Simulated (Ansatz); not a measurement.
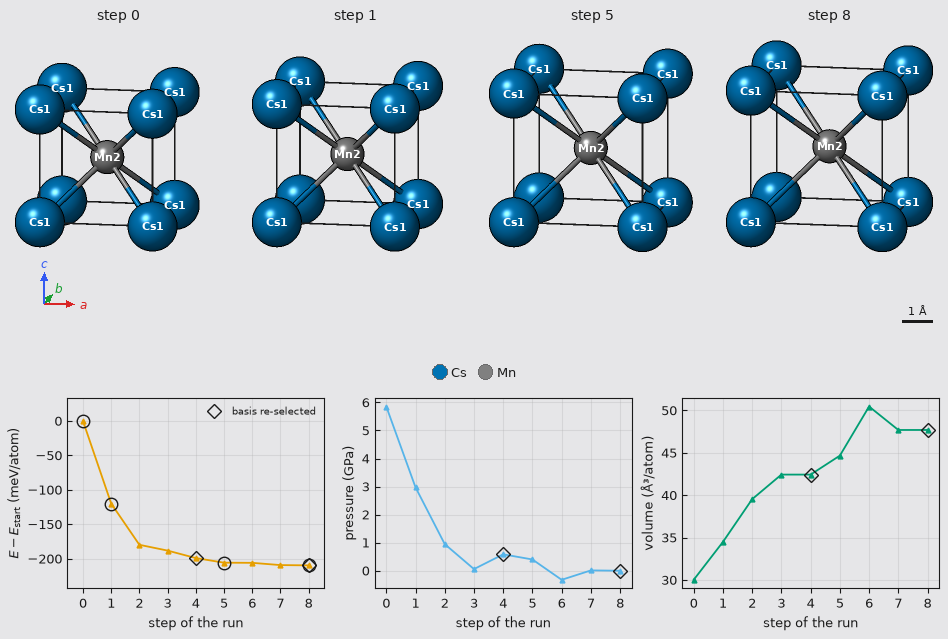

Frames of a relaxation of solid CsMn (built on the caesium chloride_221 type) (coarse preliminary run), marked on the history of the run. A ball-and-stick model of the cell of the calculation, seen slightly off an axis.

Case: caesium chloride type (Pm-3m, No. 221).

The calculation used DFT PBE, scalar-relativistic, plane waves, PAW in Ansatz 0.2.0.

The input:
```yaml
crystal:
  lattice:
    - [3.9160038254, 0.0, 0.0]
    - [0.0, 3.9160038254, 0.0]
    - [0.0, 0.0, 3.9160038254]
  atoms:
    - { symbol: Cs, position: [0.0, 0.0, 0.0] }
    - { symbol: Mn, position: [0.5, 0.5, 0.5], spin: 4.61 }
basis:
  ecutwfc: 420
kpoints:
  mp_grid: { grid: [4, 4, 4] }
hamiltonian:
  xc: pbe
scf:
  occupations: { method: gaussian, width: 0.1 }
  lower_state_search: "off"
output:
  forces: true
  stress: true
  eigenvalues: true
  populations: true
magnetization:
  spin_polarized: true
relax:
  adjacent_minimum: "off"
  f_tol: 0.04
  max_steps: 70
  cell: { stress_tol: 0.4 }
```

Command:
```bash
ansatz run input.yaml --threads 1 --pin off --max-ram 2560MiB --backend cpu --events-out ev --progress --plain --runs-dir out
```

### What happens along the run?

The energy falls by 210 meV per atom in 6 accepted moves (8 points after the start). All forces vanish by symmetry, so only the cell relaxes. The pressure goes from 5.85 to 0.00 GPa. At 2 points the geometry stayed and the basis and grid were re-selected for the new cell (energy shift of 10.8 meV per atom at most each time). No atom moves by more than 0.005 Å relative to the cell. Cell: a = b = c 3.916 → 4.569 Å (+16.7 %). Volume +58.9 %. Some distances before and after: Cs1–Mn2 3.391 → 3.957 Å. The space group stays Pm-3m (No. 221). From step 0 to 1: volume +14.9 %, energy −120 meV per atom. From step 1 to 5: volume +29.5 %, energy −85.8 meV per atom. From step 5 to 8: volume +6.8 %, energy −3.9 meV per atom.

Limits of the set-up: the k-point mesh is coarse for a cell with partly filled bands.
